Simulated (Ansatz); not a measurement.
Electronic density of states of amorphous Hf₁₈O₃₀N₄, density 9.21 g/cm³, on a 2×2×2 Γ-centred mesh with a Gaussian width of 0.1 eV; energies count from the Fermi level, whose place inside the gap is arbitrary. Cell and mesh are small, so fine structure isn't converged. Level of theory: PBE, scalar-relativistic without spin-orbit coupling (plane waves to 420 eV, PAW; Ansatz, a quantum-chemistry and plane-wave program). Sampling: a 2×2×2 Γ-centred mesh; Fermi-Dirac width 0.02 eV; no spin polarisation. At PBE the levels at the filled edge of the gap are localised (band-tail or defect states).

It comes from a melt-quench run on a machine-learned potential (CHGNet), relaxed afterwards by DFT. O and N atoms were pushed apart under 1.9 Å during the dynamics, to hinder bonds among them. The hot cell started wider than the set density and was brought back towards it in steps. It is the lowest in DFT energy of 4 quenches. It is a model cell: composition and starting density were chosen by hand, and all elements were melted together. No dispersion term was used. Its density started from a set value of 9.21 and ended at 9.21 g/cm³. The simulated quench (nominally 300 K/ps over its main leg) is rapid and tends to freeze in more defects than a deposited or slowly cooled glass has. A cell of this size samples the disorder only roughly. Volume and shape were free in the relaxation.

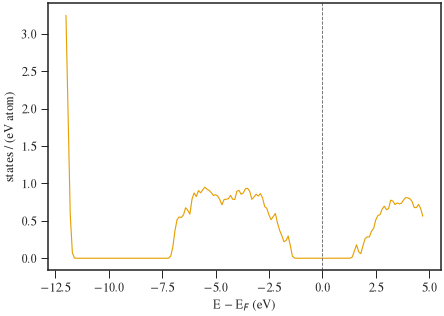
Figure: Density of states per atom

The level gap on this mesh is 3.05 eV; the broadening fills part of it in the curve.
